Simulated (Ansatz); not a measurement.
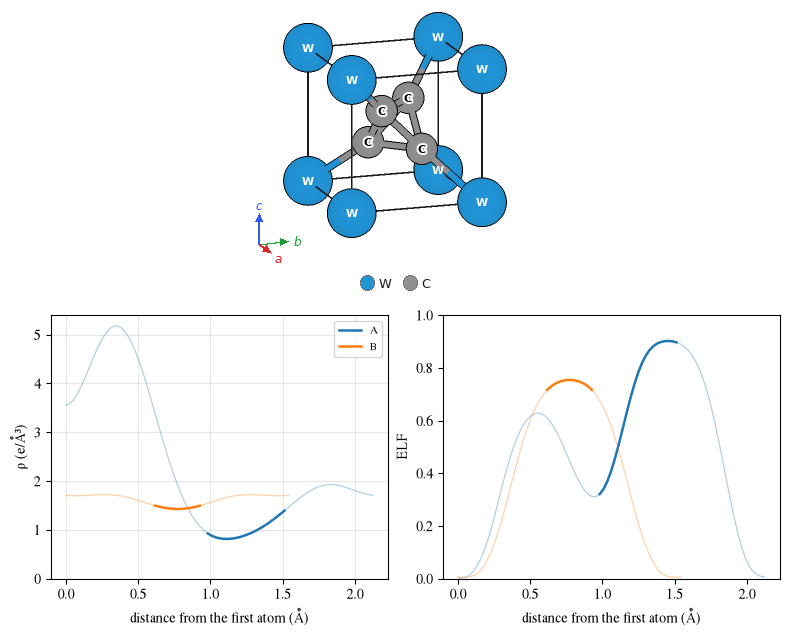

WC₄. Valence electron density and ELF along straight lines between neighbouring atoms. Thin, pale parts lie inside the atomic spheres. The structure is drawn too.

Space group P-43m; a structure generated by program, which may or may not match a known phase.

Computed with DFT PBE, scalar-relativistic, plane waves, PAW in Ansatz.

Core electrons are frozen (PAW), and the valence fields are smoothed inside the atomic spheres.

Q: Which curve belongs to which contact (C–C and W–C)? The first atom named is at distance zero.

A: Curve A: W–C (2.12 Å): ρ is about 0.83 e/Å³ halfway; the ELF peaks at about 0.90 in the valence shell of C, 0.7 Å from its nucleus, and is about 0.40 at the midpoint. Curve B: C–C (1.55 Å): ρ is about 1.4 e/Å³ halfway; the ELF peaks at about 0.75 between the atoms.
